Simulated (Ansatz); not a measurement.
# LiLaO2 (P2_1/c): the host for defect calculations

Aim: the runs on the perfect crystal LiLaO2 (P2_1/c) that a defect calculation needs first.

Calculated with Ansatz 0.2.0; plane-wave PAW DFT, PBEsol; relaxation of the host's cell and atoms, in the first sound run; inputs show where later runs differ.

**1. The structure**

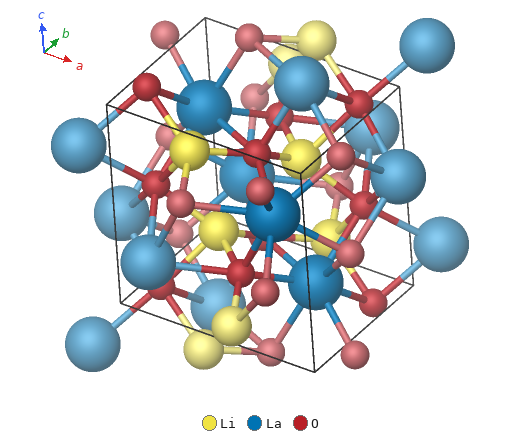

The cell as given, slightly off an axis (lithium yellow, lanthanum blue, oxygen red). Some periodic images of atoms are drawn too.

**2. Host cell relaxation**

Cell and atoms are relaxed together, until forces and stress fall under their thresholds.

Input file cell/input.yaml:

```yaml
crystal:
  lattice:
    - [5.9268946, 0.0, 0.0]
    - [0.0, 6.239226, 0.0]
    - [-1.3158085, 0.0, 5.7464419]
  atoms:
    - { symbol: Li, position: [0.345075, 0.361142, 0.327018] }
    - { symbol: Li, position: [0.654925, 0.861142, 0.172982] }
    - { symbol: Li, position: [0.654925, 0.638858, 0.672982] }
    - { symbol: Li, position: [0.345075, 0.138858, 0.827018] }
    - { symbol: La, position: [0.799992, 0.431563, 0.194215] }
    - { symbol: La, position: [0.200008, 0.931563, 0.305785] }
    - { symbol: La, position: [0.200008, 0.568437, 0.805785] }
    - { symbol: La, position: [0.799992, 0.068437, 0.694215] }
    - { symbol: O, position: [0.08706, 0.239367, 0.013374] }
    - { symbol: O, position: [0.91294, 0.739367, 0.486626] }
    - { symbol: O, position: [0.91294, 0.760633, 0.986626] }
    - { symbol: O, position: [0.08706, 0.260633, 0.513374] }
    - { symbol: O, position: [0.571821, 0.367821, 0.791681] }
    - { symbol: O, position: [0.428179, 0.867821, 0.708319] }
    - { symbol: O, position: [0.428179, 0.632179, 0.208319] }
    - { symbol: O, position: [0.571821, 0.132179, 0.291681] }
basis:
  ecutwfc: 420
  xc_grid: 2
hamiltonian:
  xc: pbesol
kpoints:
  mp_grid: { grid: [5, 5, 5] }
scf:
  occupations: { method: fixed }
  max_iter: 100
relax:
  f_tol: 0.005
  max_steps: 60
  cell: {}
output:
  forces: true
  stress: true
checkpoint:
  write: "../cell.run"
  compress: false
  write_wavefunctions: false
  write_every: 100000
```

On the command line:

```bash
> ansatz run input.yaml --threads 4 --pin off --max-ram 7536MiB --backend cpu --events-out ev --progress --plain --runs-dir out
```

Numbers of over 12 decimals in the logs are rounded to 6 here.

The program printed:

```text
[... repeated set-up lines and file paths are left out, and long positions are rounded to six places ...]
Engine: ansatz 0.2.0, aarch64-unknown-linux-gnu
Pseudopotentials: kind: paw
Pseudopotential: Li, paw, valence charge 3, recommended cutoff 420 eV (normal), Li.paw.azcp
Pseudopotential: La, paw, valence charge 11, recommended cutoff 420 eV (normal), La.paw.azcp
Pseudopotential: O, paw, valence charge 6, recommended cutoff 420 eV (normal), O.paw.azcp
Functional definition: PBEsol
  exchange = pbesol_x
  correlation = pbesol_c
Crystal: 16 atoms, lattice volume = 212.499 Å³
Basis set: ecut = 420 eV, 4151 PW (Γ), exchange–correlation on 80×90×80 points (8 copies of the dense FFT grid, shifted against one another)
Bands: 68, of which v1, the nominal top of the filled ones, is band 52 counted from 1 (51 counted from 0)
Symmetry: 4 space group operations
Space group: P21/c (ITA 14), of the structure as read, at distance tolerance 6.0e-5 Å
k-points: 39 of 125
Non-local potential: Li, projectors of the file, l = 0: 3, l = 1: 2, l = 2: 1
Non-local potential: La, projectors of the file, l = 0: 3, l = 1: 2, l = 2: 2, l = 3: 3
Non-local potential: O, projectors of the file, l = 0: 2, l = 1: 2, l = 2: 1
PAW form: soft (Blöchl's): semilocal exchange-correlation on the pseudo side does not see the compensation charge
PAW frozen core: La, regenerated for the run's functional, and the local potential with it (the file was generated under x = pbe(κ = 0.804, μ = 0.219515), c = pbe(β = 0.066725))
PAW frozen core: O, regenerated for the run's functional, and the local potential with it (the file was generated under x = pbe(κ = 0.804, μ = 0.219515), c = pbe(β = 0.066725))
PAW one-centre angular grid: Li, 110 points (default); XC on 64 Gauss nodes
PAW one-centre angular grid: La, 590 points (default); XC on 64 Gauss nodes
PAW one-centre angular grid: O, 110 points (default); XC on 64 Gauss nodes
Initial density: superposition of atomic densities (neutral atoms: chi_scale 0, normalization atom), corrected by the library's trained network
Initial wavefunctions: pseudopotential atomic-orbital guess
Functional: x = pbesol(κ = 0.804, μ = 0.123457), c = pbesol(β = 0.046)
SCF iter   1: F=—  HF=-29969.119191 eV  |F-HF|=—  |Δ(HF+E_count)|=         —  Δρ=1.51e-2  dr2=4.40e-1  ethr=1.77e-3  ⟨swp⟩=5.7  Hψ=9258  notcnv=0  defer=531
preconditioner: auto → Resta (q_TF=auto, 2.422 Å⁻¹)  ε∞=5.0  [insulator: Δε(μ)=3.524 eV  Ē_g=11.957 eV  n_scr=52 (ndim 8)  ℏωp=23.9 eV  f_vac=0.000  ε∞_Penn≈5.0]
SCF iter   2: F=—  HF=-29969.033693 eV  |F-HF|=—  |Δ(HF+E_count)|=   8.55e-2  Δρ=5.39e-3  dr2=4.38e-2  ethr=4.23e-4  ⟨swp⟩=3.0  Hψ=5879  notcnv=0  defer=527
SCF iter   3: F=—  HF=-29969.024649 eV  |F-HF|=—  |Δ(HF+E_count)|=   9.04e-3  Δρ=1.35e-3  dr2=3.19e-3  ethr=4.21e-5  ⟨swp⟩=3.2  Hψ=3445  notcnv=0  defer=311
automatic band count: iteration 3 solves 62 bands in place of 68: the levels show a gap, and the empty bands left out lie too high to hold charge; the band table lists the bands solved (type scf.n_extra_bands for more)
SCF iter   4: F=—  HF=-29969.024944 eV  |F-HF|=—  |Δ(HF+E_count)|=   2.95e-4  Δρ=3.04e-4  dr2=1.96e-4  ethr=3.07e-6  ⟨swp⟩=3.3  Hψ=4401  notcnv=0  defer=312
SCF iter   5: F=—  HF=-29969.025010 eV  |F-HF|=—  |Δ(HF+E_count)|=   6.56e-5  Δρ=3.21e-4  dr2=1.91e-4  ethr=1.89e-7  ⟨swp⟩=2.0  Hψ=3998  notcnv=0  defer=312
SCF iter   6: F=—  HF=-29969.024978 eV  |F-HF|=—  |Δ(HF+E_count)|=   3.13e-5  Δρ=4.27e-5  dr2=3.54e-6  ethr=1.84e-7  ⟨swp⟩=2.0  Hψ=3179  notcnv=0  defer=302
SCF iter   7: F=—  HF=-29969.024997 eV  |F-HF|=—  |Δ(HF+E_count)|=   1.86e-5  Δρ=1.57e-5  dr2=6.06e-7  ethr=3.40e-9  ⟨swp⟩=2.0  Hψ=4056  notcnv=0  defer=284
SCF iter   8: F=-29969.024997 eV  HF=-29969.024997 eV  |F-HF|=7.36e-9  |Δ(HF+E_count)|=   3.67e-7  Δρ=2.86e-6  dr2=1.96e-8  ethr=9.62e-11  ⟨swp⟩=3.0  Hψ=9994  notcnv=0
SCF 1 converged in 8 iterations: F = -29969.024997 eV  dr2 = 1.96e-8
  greatest PAW one-centre occupation: 1.000 electrons in one spin orbital (limit 2), on the Li atom at site 3 (counted from 0), in its partial waves of l = 0
relax step   1: F+E_penalty+E_count = -29969.02499743 eV  Δ(F+E_penalty+E_count) = +0.000e0 eV  max|allowed force component| = 1.003e-1 eV/Å  Δτ_max = 0.0000 Å  P = -4.760 GPa  Ω = 212.499 Å³  (8 SCF iters, dr2 threshold 1.00e-7 eV, accepted)
[... the SCF cycles and remarks between the steps are left out from here to the last step ...]
relax step   2: F+E_penalty+E_count = -29968.97042899 eV  Δ(F+E_penalty+E_count) = +5.457e-2 eV  max|allowed force component| = 4.531e-1 eV/Å  Δτ_max = 0.0568 Å  P = +6.160 GPa  Ω = 197.003 Å³  energy of the carried Pulay correction = +4.798e-2 eV  (7 SCF iters, dr2 threshold 1.60e-6 eV, rejected (line search))
relax step   3: F+E_penalty+E_count = -29969.16699926 eV  Δ(F+E_penalty+E_count) = -1.420e-1 eV  max|allowed force component| = 1.136e-1 eV/Å  Δτ_max = 0.0151 Å  P = -0.407 GPa  Ω = 205.136 Å³  energy of the carried Pulay correction = +2.236e-2 eV  (10 SCF iters, accepted)
relax step   4: F+E_penalty+E_count = -29969.16030199 eV  Δ(F+E_penalty+E_count) = +6.697e-3 eV  max|allowed force component| = 2.158e-1 eV/Å  Δτ_max = 0.0372 Å  P = +0.158 GPa  Ω = 203.969 Å³  energy of the carried Pulay correction = +2.597e-2 eV  (7 SCF iters, dr2 threshold 1.60e-6 eV, rejected (line search))
relax step   5: F+E_penalty+E_count = -29969.17803278 eV  Δ(F+E_penalty+E_count) = -1.103e-2 eV  max|allowed force component| = 3.861e-2 eV/Å  Δτ_max = 0.0179 Å  P = +0.057 GPa  Ω = 204.384 Å³  energy of the carried Pulay correction = +2.468e-2 eV  (9 SCF iters, accepted)
relax step   6: F+E_penalty+E_count = -29969.18181306 eV  Δ(F+E_penalty+E_count) = -3.780e-3 eV  max|allowed force component| = 6.492e-2 eV/Å  Δτ_max = 0.0244 Å  P = +0.032 GPa  Ω = 204.524 Å³  energy of the carried Pulay correction = +2.425e-2 eV  (7 SCF iters, dr2 threshold 9.32e-8 eV, accepted)
relax step   7: F+E_penalty+E_count = -29969.18367687 eV  Δ(F+E_penalty+E_count) = -1.864e-3 eV  max|allowed force component| = 2.405e-2 eV/Å  Δτ_max = 0.0463 Å  P = +0.027 GPa  Ω = 204.920 Å³  energy of the carried Pulay correction = +2.302e-2 eV  (7 SCF iters, dr2 threshold 2.63e-7 eV, accepted)
relax step   8: F+E_penalty+E_count = -29969.18345484 eV  Δ(F+E_penalty+E_count) = +2.220e-4 eV  max|allowed force component| = 2.195e-2 eV/Å  Δτ_max = 0.0150 Å  P = +0.011 GPa  Ω = 205.205 Å³  energy of the carried Pulay correction = +2.214e-2 eV  (7 SCF iters, dr2 threshold 1.06e-7 eV, accepted)
relax step   9: F+E_penalty+E_count = -29969.18448757 eV  Δ(F+E_penalty+E_count) = -1.033e-3 eV  max|allowed force component| = 5.143e-3 eV/Å  Δτ_max = 0.0088 Å  P = +0.011 GPa  Ω = 205.124 Å³  energy of the carried Pulay correction = +2.239e-2 eV  (7 SCF iters, dr2 threshold 3.01e-8 eV, accepted)
relax step  10: F+E_penalty+E_count = -29969.18448658 eV  Δ(F+E_penalty+E_count) = +9.906e-7 eV  max|allowed force component| = 4.135e-3 eV/Å  Δτ_max = 0.0018 Å  P = -0.011 GPa  Ω = 205.132 Å³  energy of the carried Pulay correction = +2.237e-2 eV  (7 SCF iters, dr2 threshold 1.65e-9 eV, accepted)
relax step  11: F+E_penalty+E_count = -29969.16619178 eV  Δ(F+E_penalty+E_count) = +1.829e-2 eV  max|allowed force component| = 4.121e-3 eV/Å  Δτ_max = 0.0000 Å  P = -0.178 GPa  Ω = 205.132 Å³  stress off target by 2.18e-1 GPa  SCF on the basis re-selected at this cell (its energy is not comparable with the rows above)  (7 SCF iters)
relax step  12: F+E_penalty+E_count = -29969.16736915 eV  Δ(F+E_penalty+E_count) = -1.177e-3 eV  max|allowed force component| = 3.571e-3 eV/Å  Δτ_max = 0.0019 Å  P = +0.001 GPa  Ω = 204.811 Å³  energy of the carried Pulay correction = +9.830e-4 eV  (5 SCF iters, dr2 threshold 1.19e-7 eV, accepted)
iter 1 solved again at ethr=1.77e-8 eV; its pass at ethr=3.10e-3 eV (dr2=1.84e-5 eV) is discarded
SCF iter   1: F=—  HF=-29969.166589 eV  |F-HF|=—  |Δ(HF+E_count)|=         —  Δρ=1.35e-5  dr2=9.52e-8  ethr=1.77e-8  ⟨swp⟩=3.3  Hψ=16518  notcnv=0  defer=546
SCF iter   2: F=—  HF=-29969.166464 eV  |F-HF|=—  |Δ(HF+E_count)|=   1.24e-4  Δρ=6.03e-6  dr2=2.51e-8  ethr=9.15e-11  ⟨swp⟩=2.0  Hψ=4234  notcnv=0  defer=541
SCF iter   3: F=—  HF=-29969.166464 eV  |F-HF|=—  |Δ(HF+E_count)|=   1.00e-8  Δρ=3.25e-6  dr2=3.53e-9  ethr=2.41e-11  ⟨swp⟩=2.0  Hψ=3141  notcnv=0  defer=541
SCF iter   4: F=—  HF=-29969.166464 eV  |F-HF|=—  |Δ(HF+E_count)|=   5.06e-9  Δρ=1.40e-6  dr2=9.06e-10  ethr=3.39e-12  ⟨swp⟩=2.0  Hψ=4180  notcnv=0  defer=541
SCF iter   5: F=-29969.166464 eV  HF=-29969.166464 eV  |F-HF|=4.00e-11  |Δ(HF+E_count)|=   1.01e-9  Δρ=3.55e-7  dr2=1.06e-10  ethr=1.00e-12  ⟨swp⟩=3.0  Hψ=9927  notcnv=0
SCF 13 converged in 5 iterations: F = -29969.166464 eV  dr2 = 1.06e-10
relax step  13: F+E_penalty+E_count = -29969.16646441 eV  Δ(F+E_penalty+E_count) = +9.047e-4 eV  max|allowed force component| = 3.547e-3 eV/Å  Δτ_max = 0.0000 Å  P = -0.004 GPa  Ω = 204.811 Å³  stress off target by 1.54e-2 GPa  SCF on the basis re-selected at this cell (its energy is not comparable with the rows above)  (5 SCF iters)
basis re-selected at this cell: Δ(F+E_penalty+E_count) = +9.047e-4 eV, ΔP = -0.005 GPa vs the last step (what re-selecting the basis moved, of the pressure what is left beyond the Pulay correction that the steps carried, after the strain that the cell walked [...]
SCF converged after 5 iterations
Free energy (F): -29969.166464 eV
Harris-Foulkes:  -29969.166464 eV  (|F-HF|=4.00e-11)
Internal energy: -29969.166464 eV  (E = F + TS)
E sigma→0 (E₀):  -29969.166464 eV
Fermi energy:    8.693204 eV
--- Per-component energies (eV) ---
  E_band       = -316.137403
  E_kinetic    = 2267.920725
  E_local      = -4017.041042  (includes V_loc(G=0)·N_el)
  E_nonlocal   = 646.249545
  E_hartree    = 1394.307910
  E_xc         = -1190.090628
  E_vxc        = -1407.018410  (∫ρ·V_xc dr)
  E_paw        = -22613.970354  (= ΣΔE_a)
  E_vpaw       = -594.883457  (= ΣTr[D̂ρ^β])
  E_aug_tail   = 0.019340  (compensation charges beyond the density's cutoff)
  E_ewald      = -6457.522301
  E_core_change = 0.960341  (= ΣΔE_core)
  E_smearing   = -0.000000  (= −TS)
  E_closure    = 0.000000  (closes the sum)
  Σ components = -29969.166464   (vs F -29969.166464, Δ=0.00e0)
--- Forces (eV/Å), atoms counted from 1 ---
  atom   1  Li     0.00010595     0.00008069     0.00119958
  atom   2  Li    -0.00010595     0.00008069    -0.00119958
  atom   3  Li    -0.00010595    -0.00008069    -0.00119958
  atom   4  Li     0.00010595    -0.00008069     0.00119958
  atom   5  La     0.00030775     0.00160830     0.00354750
  atom   6  La    -0.00030775     0.00160830    -0.00354750
  atom   7  La    -0.00030775    -0.00160830    -0.00354750
  atom   8  La     0.00030775    -0.00160830     0.00354750
  atom   9  O      0.00031037     0.00117840     0.00160917
  atom  10  O     -0.00031037     0.00117840    -0.00160917
  atom  11  O     -0.00031037    -0.00117840    -0.00160917
  atom  12  O      0.00031037    -0.00117840     0.00160917
  atom  13  O     -0.00227215     0.00019921     0.00072767
  atom  14  O      0.00227215     0.00019921    -0.00072767
  atom  15  O      0.00227215    -0.00019921    -0.00072767
  atom  16  O     -0.00227215    -0.00019921     0.00072767
  max |Σ_I F_I| component: 4.34e-19 eV/Å
--- Stress (GPa, compression-positive) ---
       -0.015057       0.000000       0.001789
        0.000000       0.007927       0.000000
        0.001788       0.000000      -0.004750
  P = ⅓ Tr σ = -0.0040 GPa (-0.040 kbar)
--- Relaxed structure (11 steps of the walk, 9 accepted, 2 SCFs on fresh bases) ---
  F+E_penalty+E_count = -29969.16646441 eV   max|allowed force component| = 3.547e-3 eV/Å   (the final SCF, on the basis selected at the relaxed cell)
  cell:  # Å, volume = 204.8113 Å³
    - [5.829787, 0.0, 0.023014]
    - [0.0, 6.158693, 0.0]
    - [-1.271937, 0.0, 5.699414]
  atoms:
    - { symbol: Li, position: [0.335412, 0.359040, 0.312369] }
    - { symbol: Li, position: [0.664588, 0.859040, 0.187631] }
    - { symbol: Li, position: [0.664588, 0.640960, 0.687631] }
    - { symbol: Li, position: [0.335412, 0.140960, 0.812369] }
    - { symbol: La, position: [0.798441, 0.429623, 0.197314] }
    - { symbol: La, position: [0.201559, 0.929623, 0.302686] }
    - { symbol: La, position: [0.201559, 0.570377, 0.802686] }
    - { symbol: La, position: [0.798441, 0.070377, 0.697314] }
    - { symbol: O, position: [0.089905, 0.239482, 0.015104] }
    - { symbol: O, position: [0.910095, 0.739482, 0.484896] }
    - { symbol: O, position: [0.910095, 0.760518, 0.984896] }
    - { symbol: O, position: [0.089905, 0.260518, 0.515104] }
    - { symbol: O, position: [0.573024, 0.369592, 0.796974] }
    - { symbol: O, position: [0.426976, 0.869592, 0.703026] }
    - { symbol: O, position: [0.426976, 0.630408, 0.203026] }
    - { symbol: O, position: [0.573024, 0.130408, 0.296974] }
```

It took 87 s on 4 threads of Arm Neoverse V2, shared host; peak memory 0.96 GiB; 5.7 min of CPU time.

Relaxation path:

```tsv
step	energy less that of the first step (eV)	largest force component (eV/Å)	pressure (GPa)	volume (Å³)
1	0.0000	0.1003	-4.76	212.50
2	0.0546	0.4531	6.16	197.00
3	-0.1420	0.1136	-0.41	205.14
4	-0.1353	0.2158	0.16	203.97
5	-0.1530	0.0386	0.06	204.38
6	-0.1568	0.0649	0.03	204.52
7	-0.1587	0.0240	0.03	204.92
8	-0.1585	0.0219	0.01	205.20
9	-0.1595	0.0051	0.01	205.12
10	-0.1595	0.0041	-0.01	205.13
11	-0.1412	0.0041	-0.18	205.13
12	-0.1424	0.0036	0.00	204.81
13*	-0.1415	0.0035	0.00	204.81
```

Relaxation steps marked * repeat the geometry before them on a plane-wave basis chosen anew for their cell, so energy and pressure can jump there. The log counts 2 steps on a newly chosen plane-wave basis, not all of them marked here; energy and pressure can jump at such steps. Relaxation steps 2, 4 were tried and not accepted.

Forces are held to the 4 operations that the run works with; a distortion that breaks them can't arise in this run.

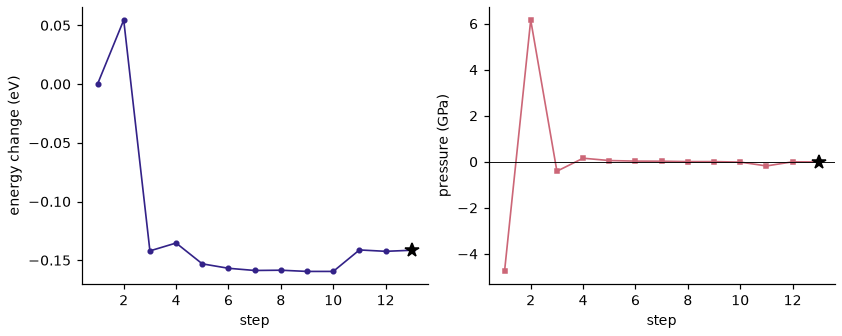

Energy and pressure along the relaxation. Stars mark steps on a basis chosen anew.

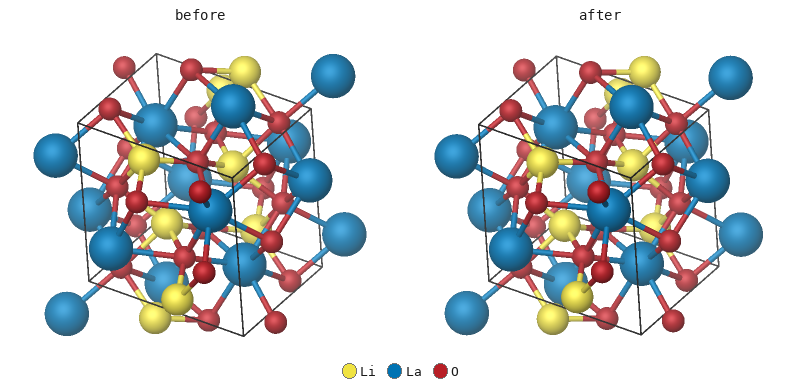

Before and after, at one scale.

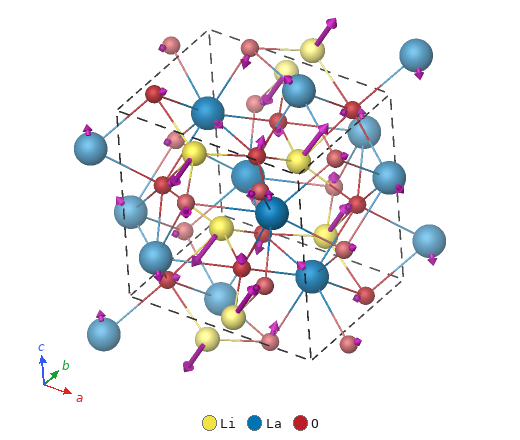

Displacements in the relaxation, exaggerated, measured against the changing cell; the longest in the cell stands for 0.09 Å. Some periodic images of atoms are drawn too.

```tsv
cell as run	before	after	change
a (Å)	5.927	5.830	-1.6 %
b (Å)	6.239	6.159	-1.3 %
c (Å)	5.895	5.840	-0.9 %
β (°)	102.90	102.35	-0.5 %
volume (Å³/atom)	13.28	12.80	-3.6 %
```

The atoms that moved most (Å, as changes of fractional coordinates times the final cell):

```tsv
atom	dx	dy	dz	length
Li3	0.038	0.013	0.084	0.093
Li1	-0.038	-0.013	-0.084	0.093
Li2	0.038	-0.013	0.084	0.093
Li4	-0.038	0.013	-0.084	0.093
O14	0.000	0.011	-0.030	0.032
O13	0.000	0.011	0.030	0.032
O15	0.000	-0.011	-0.030	0.032
O16	0.000	-0.011	0.030	0.032
```

This step gave:

```yaml
pressure: -0.003960 GPa
```

The relaxation ends with a largest force component of 0.0035 eV/Å and a pressure of 0.00 GPa.

(Continued in part 2 of 4.)

[Logs are printed without paths, hosts, clocks, repeated set-up lines and the standing remarks that a program may print on its own settings, such as how far it seeks lower states.]

[Hosts, paths, dates, database ids (printed as entryN), source tags and the programs' standing remarks are cut or masked in the printed files.]

[Runs of the host that timed out are not shown.]

[For some hosts the program warned that the k-mesh of the response run may be too coarse for force constants and the static dielectric constant; such warnings are not always shown.]
